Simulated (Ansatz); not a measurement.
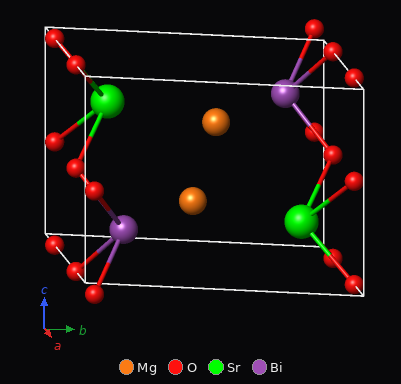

The figure gives a ball-and-stick picture of the atoms, viewed slightly off an axis. The box is the simulation cell; atoms on or close to its faces, edges and corners are drawn wherever they repeat. A few atoms beyond the faces are included.

Computed with Ansatz, DFT, PAW plane waves, PBE. Settings: an energy cutoff of 420 eV, k-points on a 5×5×4 grid, Fermi-Dirac smearing of 0.1 eV, no spin polarisation.

List the Bader charges.

Sr +1.45 e; Mg -0.26 e; Bi +1.36 e; O -1.27 e.

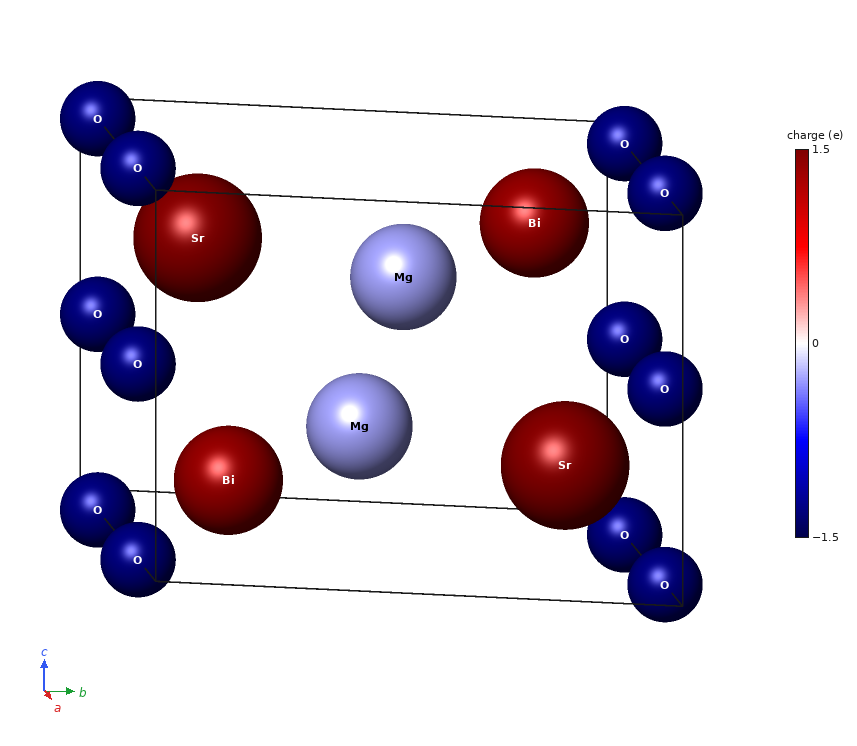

The atoms coloured by those charges.

It goes back to a generated cell, made by putting these elements into a known structure type (the compound may or may not exist in this form). Relaxation method: DFT, PAW plane waves, PBE in Ansatz.
